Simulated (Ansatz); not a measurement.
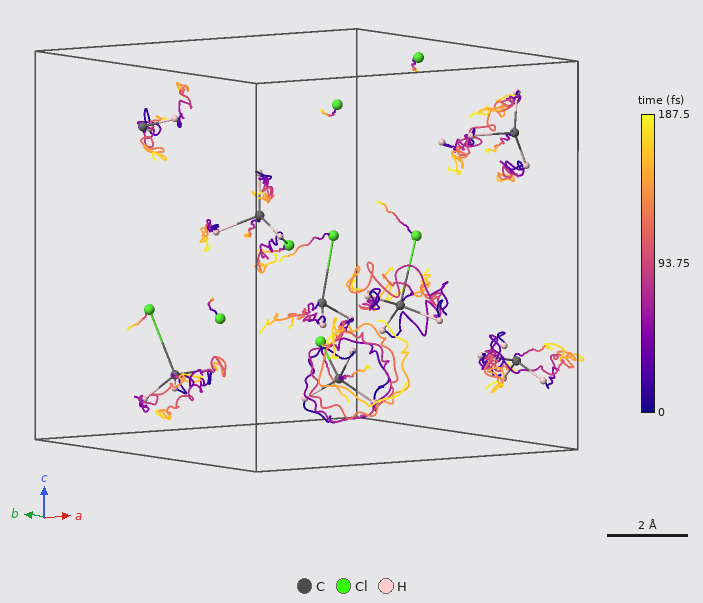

Molecular dynamics of a periodic cell with 8 CH3Cl at 0.701 g/cm³, 188 fs long. It starts from the last geometry of an earlier run, with fresh velocities. Lines trace each atom's path, coloured by time; spheres stand at the starting positions. Seen from a free direction in the simulation cell.

Theory: DFT PBE-D3(BJ), scalar-relativistic, plane waves, PAW in Ansatz 0.2.0. Run with plane-wave cutoff 420 eV; k-point mesh 1 × 1 × 1; Fermi-Dirac smearing 0.05 eV; low-accuracy preset; constant energy (NVE); velocities drawn for 1000 K; time step 0.75 fs.

### What do the traces tell about the motion?

In the second half of the run the atoms are, in the root-mean-square, this far from where they began (common drift taken out): H 1.57 Å, Cl 0.93 Å, C 0.93 Å. The molecules turn and drift from their places. Over the second half the temperature averages 910 K (spread ±97 K). The potential energy in the second half lies on average 11.5 meV per atom above the first frame. The total energy stays between −0.32 and 0.95 meV per atom of its start. A straight-line fit has a slope that amounts to +0.024 meV per atom over 188 fs (under 0.1 % of the mean kinetic energy), and the ripple about it is 1.9 % of the kinetic energy's fluctuation. With a drift under 2 % and a ripple under 7 %, the integration is accurate.

Limits of the set-up: the program's low-accuracy preset was used.

The run took 22 min on 1 thread of Arm Neoverse V1 (shared host), peak memory 0.79 GiB.
